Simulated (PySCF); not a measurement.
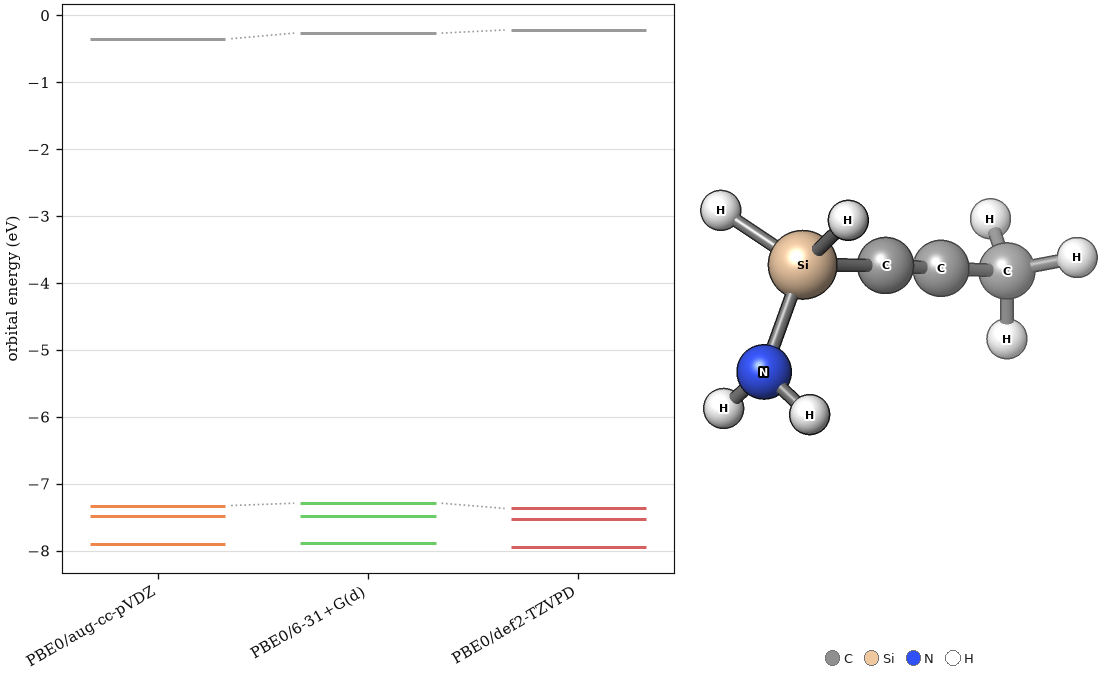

Frontier orbital energies of C₃H₇NSi, SMILES CC#C[SiH2]N at one geometry, PySCF, at a PBE0-D3(BJ)/def2-SVP geometry (no frequency check). Empty levels are grey, levels within 0.1 eV stand side by side; all columns show the same few orbitals around the gap. Dotted lines join the HOMOs and the LUMOs.

Question: How do the frontier levels move from column to column?

Answer: The separation grows from 6.98 eV (PBE0/aug-cc-pVDZ) to 7.15 eV (PBE0/def2-TZVPD).

```csv
level,HOMO (eV),LUMO (eV),separation (eV)
PBE0/aug-cc-pVDZ,−7.33,−0.35,6.98
PBE0/6-31+G(d),−7.29,−0.27,7.03
PBE0/def2-TZVPD,−7.37,−0.22,7.15
```

Limits of at least one run: empty levels above zero depend strongly on the basis.
